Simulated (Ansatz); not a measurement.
## What NaB (Fm-3m) distorts into

Which phase does NaB (Fm-3m) fall into along its unstable mode, and how much energy does it gain?

Calculated with Ansatz 0.2.0; DFT PBEsol, scalar-relativistic, plane waves, PAW; PAW set soft_1.

**1. The starting structure**

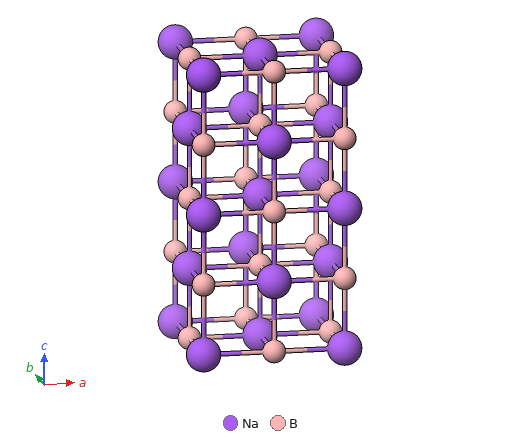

The starting structure, seen slightly off an axis (sodium purple, boron pink). 1×1×2 cells are drawn. This picture shows the conventional cell, with its axes. Some periodic images of atoms are drawn too.

**2. Response at finite wavevector**

The cell comes from relaxations at this level that are not shown. Stability and thermal properties need the whole zone. Linear response on a 4×4×4 q mesh gives force constants as far as a supercell of that size would.

The input, input.yaml:

```yaml
crystal:
  lattice:
    - [0.0, 2.6511930787, 2.6511930787]
    - [2.6511930787, 0.0, 2.6511930787]
    - [2.6511930787, 2.6511930787, 0.0]
  atoms:
    - { symbol: Na, position: [0.0, 0.0, 0.0] }
    - { symbol: B, position: [0.5, 0.5, 0.5] }
kpoints:
  mp_grid: { grid: [16, 16, 16] }
hamiltonian:
  xc: pbesol
  pseudopotentials: { kind: paw, azcp: { folder: soft_1 }, xc_functional: pbe }
scf:
  occupations: { method: methfessel_paxton, width: 0.2 }
output:
  eigenvalues: true
phonons:
  method: dfpt
  qmesh: [4, 4, 4]
  temperatures: { t_max: 1000, t_step: 50 }
  qpath:
    path:
      - [[0.0, 0.0, 0.0], [0.5, 0.0, 0.5], [0.625, 0.25, 0.625]]
      - [[0.375, 0.375, 0.75], [0.0, 0.0, 0.0], [0.5, 0.5, 0.5], [0.5, 0.25, 0.75], [0.5, 0.0, 0.5]]
    npoints: 10
```

Run with:

```bash
> ansatz run input.yaml --threads 4 --pin off --max-ram 10240MiB --backend cpu --events-out ev --progress --plain --runs-dir out
```

Numbers of over 12 decimals in the logs are rounded to 6 here.

Output:

```text
Engine: ansatz 0.2.0, aarch64-unknown-linux-gnu
Pseudopotentials: kind: paw
Pseudopotential: Na, paw, valence charge 9, recommended cutoff 420 eV (normal), soft_1/Na.paw.azcp
Pseudopotential: B, paw, valence charge 3, recommended cutoff 420 eV (normal), soft_1/B.paw.azcp
Functional definition: PBEsol
  exchange = pbesol_x
  correlation = pbesol_c
Crystal: 2 atoms, lattice volume = 37.270 Å³
Basis set: ecut = 420 eV, 725 PW (Γ), exchange–correlation on 54×54×54 points (8 copies of the dense FFT grid, shifted against one another)
Bands: 10, of which v1, the nominal top of the filled ones, is band 6 counted from 1 (5 counted from 0)
Symmetry: 48 space group operations
k-points: 145 of 4096
Non-local potential: Na, projectors of the file, l = 0: 3, l = 1: 2, l = 2: 1
Non-local potential: B, projectors of the file, l = 0: 2, l = 1: 2, l = 2: 1
PAW form: soft (Blöchl's): semilocal exchange-correlation on the pseudo side does not see the compensation charge
PAW frozen core: Na, regenerated for the run's functional, and the local potential with it (the file was generated under x = pbe(κ = 0.804, μ = 0.219515), c = pbe(β = 0.066725))
PAW frozen core: B, regenerated for the run's functional, and the local potential with it (the file was generated under x = pbe(κ = 0.804, μ = 0.219515), c = pbe(β = 0.066725))
PAW one-centre angular grid: Na, 110 points (default); XC on 64 Gauss nodes
PAW one-centre angular grid: B, 110 points (default); XC on 64 Gauss nodes
Initial density: superposition of atomic densities (chi_scale 0.1, normalization cell, long waves kept (reshape's long-wave potential 0.00 eV rms))
Initial wavefunctions: pseudopotential atomic-orbital guess
Functional: x = pbesol(κ = 0.804, μ = 0.123457), c = pbesol(β = 0.046)
SCF iter   1: F=—  HF=-1624.707550 eV  |F-HF|=—  |Δ(HF+E_count)|=         —  Δρ=1.72e-2  dr2=8.18e-2  ethr=3.10e-3  ⟨swp⟩=5.3  Hψ=7992  notcnv=0
preconditioner: auto → none  [metal: Δε(μ)=0.064 eV  Ē_g=7.985 eV  σ=0.200 eV  W_gap=0.26  n_scr=8 (ndim 8)  ℏωp=12.2 eV  f_vac=0.000  D(μ)=1.13/eV (n_scr^D=8)  sad-step TF]
SCF iter   2: F=—  HF=-1624.684135 eV  |F-HF|=—  |Δ(HF+E_count)|=   2.34e-2  S|Δr|=    0.00e0  Δρ=7.23e-3  dr2=2.02e-2  ethr=6.82e-4  ⟨swp⟩=2.0  Hψ=3050  notcnv=0
SCF iter   3: F=—  HF=-1624.677397 eV  |F-HF|=—  |Δ(HF+E_count)|=   6.74e-3  S|Δr|=    0.00e0  Δρ=1.19e-3  dr2=4.24e-4  ethr=1.68e-4  ⟨swp⟩=2.9  Hψ=2267  notcnv=0
SCF iter   4: F=—  HF=-1624.677394 eV  |F-HF|=—  |Δ(HF+E_count)|=   3.89e-6  S|Δr|=    0.00e0  Δρ=3.49e-4  dr2=1.66e-5  ethr=3.54e-6  ⟨swp⟩=2.0  Hψ=1789  notcnv=0
SCF iter   5: F=—  HF=-1624.677406 eV  |F-HF|=—  |Δ(HF+E_count)|=   1.28e-5  S|Δr|=    0.00e0  Δρ=2.50e-5  dr2=1.55e-7  ethr=1.38e-7  ⟨swp⟩=2.0  Hψ=2303  notcnv=0
SCF iter   6: F=—  HF=-1624.677407 eV  |F-HF|=—  |Δ(HF+E_count)|=   1.02e-7  S|Δr|=    0.00e0  Δρ=2.34e-6  dr2=3.24e-9  ethr=1.29e-9  ⟨swp⟩=2.8  Hψ=2143  notcnv=0  defer=2
SCF iter   7: F=—  HF=-1624.677407 eV  |F-HF|=—  |Δ(HF+E_count)|=  9.40e-10  S|Δr|=    0.00e0  Δρ=1.88e-7  dr2=1.97e-11  ethr=2.70e-11  ⟨swp⟩=1.9  Hψ=1696  notcnv=0  defer=2
SCF iter   8: F=-1624.677407 eV  HF=-1624.677407 eV  |F-HF|=6.82e-13  |Δ(HF+E_count)|=  2.05e-12  S|Δr|=    0.00e0  Δρ=1.82e-8  dr2=6.71e-14  ethr=1.00e-12  ⟨swp⟩=6.8  Hψ=6718  notcnv=0
SCF 1 converged in 8 iterations: F = -1624.677407 eV  dr2 = 6.71e-14
  greatest PAW one-centre occupation: 0.999 electrons in one spin orbital (limit 2), on the Na atom at site 0 (counted from 0), in its partial waves of l = 0
Initial density: read from a saved state, or passed on in memory by an earlier SCF of this step, an earlier step, the calling program or the single point that the run made first
iter 1 solved again at ethr=2.38e-7 eV; its pass at ethr=3.10e-3 eV (dr2=2.86e-5 eV) is discarded
SCF iter   1: F=—  HF=-1624.677406 eV  |F-HF|=—  |Δ(HF+E_count)|=         —  Δρ=1.70e-6  dr2=4.97e-10  ethr=2.38e-7  ⟨swp⟩=3.1  Hψ=12383  notcnv=0
eigensolver tolerance schedule: the retry pair's looser diagonalisation over-reported the residual by 57544.78 of it (diagonalisation noise at an unbounded share of the residual, at the tolerance the schedule requests for it); recorded, not acted on — ethr = c·dr2/N_el stays at c = 1.0e-1
preconditioner: auto → none  [metal: Δε(μ)=0.009 eV  Ē_g=8.018 eV  σ=0.200 eV  W_gap=0.04  n_scr=8 (ndim 8)  ℏωp=12.2 eV  f_vac=0.000  D(μ)=1.14/eV (n_scr^D=8)]
SCF iter   2: F=—  HF=-1624.677407 eV  |F-HF|=—  |Δ(HF+E_count)|=   1.96e-7  S|Δr|=    0.00e0  Δρ=1.48e-6  dr2=3.97e-10  ethr=4.14e-12  ⟨swp⟩=3.2  Hψ=3195  notcnv=0
SCF iter   3: F=—  HF=-1624.677407 eV  |F-HF|=—  |Δ(HF+E_count)|=  1.80e-10  S|Δr|=    0.00e0  Δρ=7.72e-7  dr2=1.05e-10  ethr=3.31e-12  ⟨swp⟩=2.0  Hψ=2271  notcnv=0
SCF iter   4: F=—  HF=-1624.677407 eV  |F-HF|=—  |Δ(HF+E_count)|=  5.05e-11  S|Δr|=    0.00e0  Δρ=3.62e-7  dr2=2.25e-11  ethr=1.00e-12  ⟨swp⟩=2.5  Hψ=2319  notcnv=0
SCF iter   5: F=—  HF=-1624.677407 eV  |F-HF|=—  |Δ(HF+E_count)|=  4.55e-12  S|Δr|=    0.00e0  Δρ=2.99e-7  dr2=1.56e-11  ethr=1.00e-12  ⟨swp⟩=3.0  Hψ=4346  notcnv=0
SCF iter   6: F=-1624.677407 eV  HF=-1624.677407 eV  |F-HF|=7.05e-12  |Δ(HF+E_count)|=  5.23e-12  S|Δr|=    0.00e0  Δρ=1.98e-7  dr2=6.41e-12  ethr=1.00e-12  ⟨swp⟩=1.0  Hψ=3480  notcnv=0
SCF 2 converged in 6 iterations: F = -1624.677407 eV  dr2 = 6.41e-12
phonons: the bands overlap, so this run is a metal and interpolates without the dipole-dipole term. If the crystal is really an insulator or semiconductor, its LO-TO splitting is missing
NSCF: frozen V_eff on 145 k-points
WARN: eigensolver did not converge in 2 slots of this pass, the one above among them; of largest residual over every band (k=9): 1 band(s) unlocked (lowest unlocked band 9, counted from 0; max residual 4.66e-6 eV among the unlocked bands, 4.66e-6 eV over every band); of lowest unlocked band (k=9): band 9
NSCF: frozen V_eff on 349 k-points
DFPT response loops at q = (0, 0, 0) (fractional): preconditioner auto → Kerker (q_TF=auto, 2.259 Å⁻¹) (partly filled bands, converged f_vac=0.000); β = 1.00, the filter's whole step (`scf.mixing.beta` (0.50) is not read by the response loops under this deck's `scf.mixing.preconditioner`; to damp them name `kerker` or `kerker_dos`, under which they read `scf.mixing.beta`, and type it under 1.00, their step now; both keys bind the ground state too); Broyden in place of MSR1
NSCF: frozen V_eff on 4352 k-points
DFPT response loops at q = (0, 0, 0.25) (fractional): mixed as the last ones told, above
NSCF: frozen V_eff on 2196 k-points
DFPT response loops at q = (0, 0, -0.5) (fractional): mixed as the last ones told, above
NSCF: frozen V_eff on 2320 k-points
DFPT response loops at q = (0, 0.25, 0.25) (fractional): mixed as the last ones told, above
NSCF: frozen V_eff on 8192 k-points
DFPT response loops at q = (0, 0.25, -0.5) (fractional): mixed as the last ones told, above
NSCF: frozen V_eff on 4352 k-points
DFPT response loops at q = (0, 0.25, -0.25) (fractional): mixed as the last ones told, above
NSCF: frozen V_eff on 1242 k-points
DFPT response loops at q = (0, -0.5, -0.5) (fractional): mixed as the last ones told, above
NSCF: frozen V_eff on 2320 k-points
DFPT response loops at q = (0.25, -0.5, -0.25) (fractional): mixed as the last ones told, above
SCF converged after 8 iterations
Stability not checked: this state was not tested for a lower state beside it, because cold or Methfessel-Paxton smearing, or corrected tetrahedra, fill the levels in a way that the test cannot read (fill_not_monotonic; see scf.lower_state_search)
Free energy (F): -1624.677407 eV
Harris-Foulkes:  -1624.677407 eV  (|F-HF|=6.82e-13)
Internal energy: -1624.676225 eV  (E = F + TS)
E sigma→0 (E₀):  -1624.677111 eV
Entropy (-TS):   -0.001182 eV (-0.591 meV/atom)
Fermi energy:    2.816736 eV
--- Per-component energies (eV) ---
  E_band       = -217.568183
  E_kinetic    = 148.880713
  E_local      = -1526.456776  (includes V_loc(G=0)·N_el)
  E_nonlocal   = 291.696885
  E_hartree    = 523.765948
  E_xc         = -64.149663
  E_vxc        = -79.273811  (∫ρ·V_xc dr)
  E_paw        = -358.281323  (= ΣΔE_a)
  E_vpaw       = -99.947112  (= ΣTr[D̂ρ^β])
  E_aug_tail   = 0.000016  (compensation charges beyond the density's cutoff)
  E_ewald      = -640.201429
  E_core_change = 0.069405  (= ΣΔE_core)
  E_smearing   = -0.001182  (= −TS)
  E_closure    = 0.000000  (closes the sum)
  Σ components = -1624.677407   (vs F -1624.677407, Δ=0.00e0)
--- Band table (eV; the first three rows and the last of 145) ---
  k-point 0: bands = ["-47.9449", "-20.0322", "-20.0322", "-20.0322", "-4.4476", "5.3080", "5.3080", "5.3080", "10.6094", "13.0965"]
  k-point 1: bands = ["-47.9449", "-20.0341", "-20.0324", "-20.0324", "-4.3980", "5.1158", "5.2784", "5.2784", "10.7225", "12.7582"]
  k-point 2: bands = ["-47.9446", "-20.0395", "-20.0329", "-20.0329", "-4.2510", "4.6006", "5.1967", "5.1967", "10.9345", "12.3001"]
  k-point 144: bands = ["-47.9420", "-20.0623", "-20.0623", "-20.0496", "-1.7720", "2.2332", "2.2332", "3.3064", "11.6109", "12.0808"]
--- Phonons (Γ-DFPT): 2 representative perturbations + reference (Σ response iterations 6) ---
  ASR residual: 2.959e-5 → 0.000e0 eV/Å²; symmetrization residual: 5.689e-8 eV/Å²
  ASR residual per site (eV/Å²): 2.96e-5 2.07e-6
  Γ frequencies (cm⁻¹): 0.00 0.00 0.00 306.48 306.48 306.48
--- Phonons (arbitrary-q DFPT): 8 irreducible q on the 4×4×4 mesh ---
  q = [0.0000, 0.0000, 0.0000] (star 1, of the zone-centre solve; hermiticity 4.48e-8, symmetrization 2.95e-13): -0.00 0.00 0.00 306.48 306.48 306.48
  q = [0.0000, 0.0000, 0.2500] (star 8, 2 solved perturbations on 2176 of 4096 k-point pairs; hermiticity 2.17e-7, symmetrization 1.24e-12): 65.87 109.70 109.70 265.24 283.51 283.51
  q = [0.0000, 0.0000, -0.5000] (star 4, 2 solved perturbations on 1098 of 4096 k-point pairs; hermiticity 8.09e-14, symmetrization 8.83e-13): -39.16 182.26 182.26 198.92 236.86 236.86
  q = [0.0000, 0.2500, 0.2500] (star 6, 4 solved perturbations in 3616 linear systems a pass and spin channel, the states on 1160 of 4096 k-point pairs; hermiticity 2.15e-7, symmetrization 6.07e-13): -77.80 -77.80 183.10 216.15 302.64 302.64
  q = [0.0000, 0.2500, -0.5000] (star 24, 4 solved perturbations in 12544 linear systems a pass and spin channel, the states on 4096 of 4096 k-point pairs; hermiticity 2.67e-7, symmetrization 8.33e-13): -147.72 53.86 55.71 252.06 278.90 280.97
  q = [0.0000, 0.2500, -0.2500] (star 12, 4 solved perturbations in 6672 linear systems a pass and spin channel, the states on 2176 of 4096 k-point pairs; hermiticity 3.25e-7, symmetrization 6.81e-13): -113.75 145.40 181.05 193.69 240.80 300.34
  q = [0.0000, -0.5000, -0.5000] (star 3, 4 solved perturbations in 1940 linear systems a pass and spin channel, the states on 621 of 4096 k-point pairs; hermiticity 1.38e-7, symmetrization 7.81e-13): -209.70 -133.54 -133.54 282.57 304.16 304.16
  q = [0.2500, -0.5000, -0.2500] (star 6, 4 solved perturbations in 3498 linear systems a pass and spin channel, the states on 1160 of 4096 k-point pairs; hermiticity 1.04e-7, symmetrization 1.32e-12): -174.58 -174.58 187.02 207.90 288.37 288.37
  sum rule: each row above includes the acoustic sum rule's correction from the zone centre's row sums; it moved no ω² by more than (0.59 cm⁻¹)²
  mesh force constants: q→R imaginary residual 8.40e-18; ASR residual 2.959e-5 → 0.000e0 eV/Å²; symmetrization residual 2.887e-15 eV/Å²
  interpolated dispersion: 62 rows × 6 modes
  density of states and harmonic sums: on the 20×20×20 q-mesh, interpolated from the force constants of a 4×4×4 supercell (no non-analytic term)
  largest difference from the sums on the solved wave vectors: F 8.02e-2 eV, S 1.09e-4 and C_V 2.97e-5 eV/K
  zero-point energy: 0.060855 eV/cell   skipped modes (ω ≤ 0): 389, of them read as no rigid motion or as one in doubt: 386 (1.523e0 modes/cell left out, lowest -209.70 cm⁻¹)   left out of the sums: 2.54e-1 of the cell's modes: C_V's classical limit lies that fraction below 3 k_B per atom; for a crystal, a wire or a layer, F and S can be off by more, and a phonons.interpolated_qmesh denser along its periods is the remedy for the sampling
```

Elapsed: 3.8 min, on 4 threads of Arm Neoverse V2, shared host; peak memory 3.2 GiB.

The column dr2 measures how far the density is from self-consistency, as an energy; F and HF (Harris–Foulkes) agree once it is small.

This step gave:

- volume per atom: 18.63 Å³
- gap on the k-mesh: 0 eV
- sum-rule residual before enforcement: 2.96e-5 eV/Å²
- lowest frequency on the path: -209.7 cm⁻¹
- point group: m-3m
- highest frequency on the path or at a solved wavevector: 306.5 cm⁻¹
- highest optical mode at the zone centre (no LO-TO term): 306.5 cm⁻¹
- lowest optical zone-centre mode: 306.5 cm⁻¹
- lowest mode on the q mesh (acoustic modes at Γ apart): -209.7 cm⁻¹

Frequencies (cm⁻¹) solved at each irreducible wavevector; negative means imaginary. Frequencies by wavevector, by row:

```csv
q in reciprocal lattice units,star,mode 1,mode 2,mode 3,mode 4,mode 5,mode 6
0 0 0,1,0,0,0,306.5,306.5,306.5
0 0 0.25,8,65.9,109.7,109.7,265.2,283.5,283.5
0 0 -0.5,4,-39.2,182.3,182.3,198.9,236.9,236.9
0 0.25 0.25,6,-77.8,-77.8,183.1,216.2,302.6,302.6
0 0.25 -0.5,24,-147.7,53.9,55.7,252.1,278.9,281
0 0.25 -0.25,12,-113.8,145.4,181.1,193.7,240.8,300.3
0 -0.5 -0.5,3,-209.7,-133.5,-133.5,282.6,304.2,304.2
0.25 -0.5 -0.25,6,-174.6,-174.6,187,207.9,288.4,288.4
```

Interpolated from a 4×4×4 q mesh. The phonon branches at the labelled points (cm⁻¹):

| point | branch 1 | branch 2 | branch 3 | branch 4 | branch 5 | branch 6 |
| --- | --- | --- | --- | --- | --- | --- |
| Γ | 0 | 0 | 0 | 306 | 306 | 306 |
| X | -210 | -134 | -134 | 283 | 304 | 304 |
| U | -186 | -89 | -8 | 264 | 281 | 286 |
| jump to K | -186 | -89 | -8 | 264 | 281 | 286 |
| Γ | 0 | 0 | 0 | 306 | 306 | 306 |
| L | -39 | 182 | 182 | 199 | 237 | 237 |
| W | -175 | -175 | 187 | 208 | 288 | 288 |
| X | -210 | -134 | -134 | 283 | 304 | 304 |

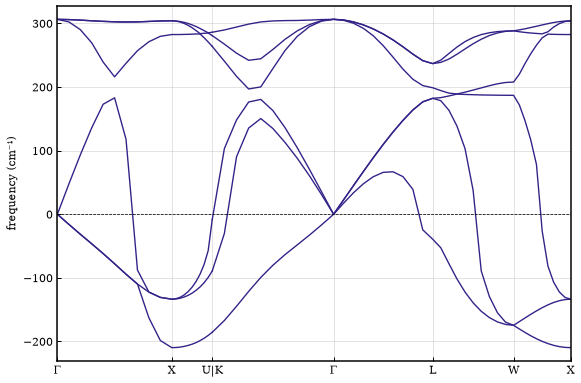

Phonon branches along the path.

Symmetry leaves 8 wavevectors to solve. The lowest mode among them, the acoustic zeros apart, lies at q = (0, -0.5, -0.5) and is imaginary, 209.7i cm⁻¹, so the energy falls along it.

**3. The mode frozen in, largest atomic shift 0 Å**

The mode followed lies at q = (0.25, -0.5, -0.25) with frequency 174.6i cm⁻¹ and is 2-fold degenerate, one of the unstable modes though not the softest. At small amplitude the distorted cell has space group no. 72 by a symmetry search on the positions. The undistorted cell that holds it gives the zero of energy on the same k mesh.

System of this step: NaB. It takes space group Fm-3m (No. 225, cubic). Conventional cell: a = 5.302 Å, b = 5.302 Å, c = 5.302 Å, α = 90.00°, β = 90.00°, γ = 90.00°. Na has 6 B at 2.65 Å nearest. Nearest to B lie 6 Na at 2.65 Å. Farther neighbours are not listed.

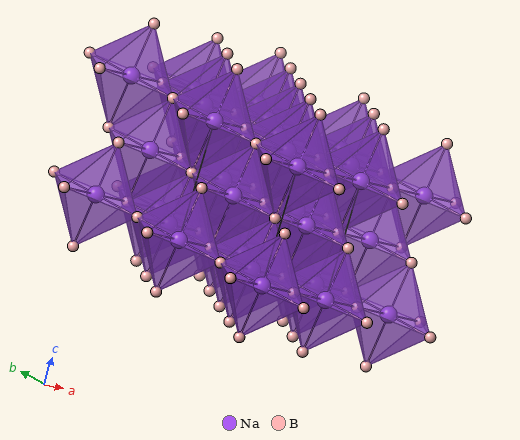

The cell of this step (sodium purple, boron pink). 2×2×1 cells are drawn. Some periodic images of atoms are drawn too.

input.yaml, the sections that differ from step 2:

```yaml
crystal:
  lattice:
    - [0.0, 0.0, -5.3023861574]
    - [5.3023861574, 0.0, 0.0]
    - [2.6511930787, -5.3023861574, -2.6511930787]
  atoms:
    - { symbol: Na, position: [0.5, 0.5, 0.0] }
    - { symbol: Na, position: [0.0, 0.0, 0.0] }
    - { symbol: Na, position: [0.25, 0.75, 0.5] }
    - { symbol: Na, position: [0.75, 0.25, 0.5] }
    - { symbol: B, position: [0.5, 0.0, 0.0] }
    - { symbol: B, position: [0.0, 0.5, 0.0] }
    - { symbol: B, position: [0.25, 0.25, 0.5] }
    - { symbol: B, position: [0.75, 0.75, 0.5] }
kpoints:
  mp_grid: { grid: [8, 8, 8] }
output:
  forces: true
  stress: true
  eigenvalues: true
# hamiltonian, scf: as in step 2
# phonons: removed
```

Output:

```text
[...]
Crystal: 8 atoms, lattice volume = 149.078 Å³
Basis set: ecut = 420 eV, 2913 PW (Γ), exchange–correlation on 72×72×90 points (8 copies of the dense FFT grid, shifted against one another)
Bands: 32, of which v1, the nominal top of the filled ones, is band 24 counted from 1 (23 counted from 0)
Symmetry: 64 space group operations
[...]
k-points: 59 of 512
[...]
k-point 0: bands = [... 20 lower, 1.2919, 2.2332, 2.2332, 2.2332, 2.2332, 3.3056, 3.3056, 3.8370, ... 4 higher]
  k-point 1: bands = [... 20 lower, 1.4906, 1.8320, 1.8320, 2.7145, 2.7145, 3.3780, 3.3780, 3.8795, ... 4 higher]
  k-point 2: bands = [... 20 lower, 1.5351, 1.5351, 1.9854, 3.2247, 3.2247, 3.5593, 3.5593, 4.0043, ... 4 higher]
  k-point 58: bands = [... 20 lower, 1.3032, 1.3032, 1.3032, 1.3032, 4.0395, 4.0395, 4.0395, 4.0395, ... 4 higher]
[key lines of the parts left out:]
SCF converged after 7 iterations
Free energy (F): -6498.707405 eV
Fermi energy:    2.808532 eV
P = ⅓ Tr σ = -0.0012 GPa (-0.012 kbar)
```

Run time: 3 s. Hardware: 4 threads; peak memory 0.53 GiB; 11 s of CPU time.

Numbers from this step:

```
pressure                         : -0.001226 GPa
energy from the undistorted cell : 0 meV/atom
```

The run ends at a pressure of 0.00 GPa.

**4. The mode frozen in, largest atomic shift 0.6 Å**

The atoms are moved along the unstable eigenvector, the largest shift by 0.6 Å, with the cell fixed.

input.yaml, the sections that differ from step 3:

```yaml
crystal:
  lattice:
    - [0.0, 0.0, -5.3023861574]
    - [5.3023861574, 0.0, 0.0]
    - [2.6511930787, -5.3023861574, -2.6511930787]
  atoms:
    - { symbol: Na, position: [0.4364379618, 0.5, 0.0] }
    - { symbol: Na, position: [0.0635620382, 0.0, 0.0] }
    - { symbol: Na, position: [0.1864379618, 0.75, 0.5] }
    - { symbol: Na, position: [0.8135620382, 0.25, 0.5] }
    - { symbol: B, position: [0.613156602, 0.0, 0.0] }
    - { symbol: B, position: [-0.113156602, 0.5, 0.0] }
    - { symbol: B, position: [0.363156602, 0.25, 0.5] }
    - { symbol: B, position: [0.636843398, 0.75, 0.5] }
# kpoints, hamiltonian, scf, output: as in step 3
```

Output:

```text
[...]
Crystal: 8 atoms, lattice volume = 149.078 Å³
Basis set: ecut = 420 eV, 2913 PW (Γ), exchange–correlation on 72×72×90 points (8 copies of the dense FFT grid, shifted against one another)
Bands: 32, of which v1, the nominal top of the filled ones, is band 24 counted from 1 (23 counted from 0)
Symmetry: 8 space group operations
[...]
k-points: 95 of 512
[...]
k-point 0: bands = [... 20 lower, 1.1529, 1.8694, 2.1467, 2.6684, 2.7828, 2.8349, 3.2500, 4.4995, ... 4 higher]
  k-point 1: bands = [... 20 lower, 1.3759, 1.6242, 2.3502, 2.4522, 2.8626, 3.1488, 3.3967, 4.4795, ... 4 higher]
  k-point 2: bands = [... 20 lower, 1.3643, 1.8263, 2.1724, 2.8684, 3.0058, 3.5519, 3.7133, 4.4060, ... 4 higher]
  k-point 94: bands = [... 20 lower, 1.3820, 1.3820, 1.7056, 1.7056, 3.7791, 3.7791, 4.9734, 4.9734, ... 4 higher]
[key lines of the parts left out:]
SCF converged after 8 iterations
Free energy (F): -6499.498437 eV
Fermi energy:    2.909313 eV
P = ⅓ Tr σ = -2.2791 GPa (-22.791 kbar)
```

Wall time 5.1 s (4 threads); peak memory 0.62 GiB.

This step gave:

| Item | Value |
| --- | --- |
| pressure | -2.279 GPa |
| energy from the undistorted cell | -99.13 meV/atom |

The energy, extrapolated to zero smearing, is -99.13 meV/atom against the undistorted cell.

The run ends at a pressure of -2.28 GPa, with forces up to 0.67 eV/Å.

(Part 1 of 3 ends here.)

[Logs are printed without paths, hosts, clocks, repeated set-up lines and the standing remarks that a program may print on its own settings, such as how far it seeks lower states.]

[Hosts, paths, dates, database ids (printed as entryN), source tags and the programs' standing remarks are cut or masked in the printed files.]
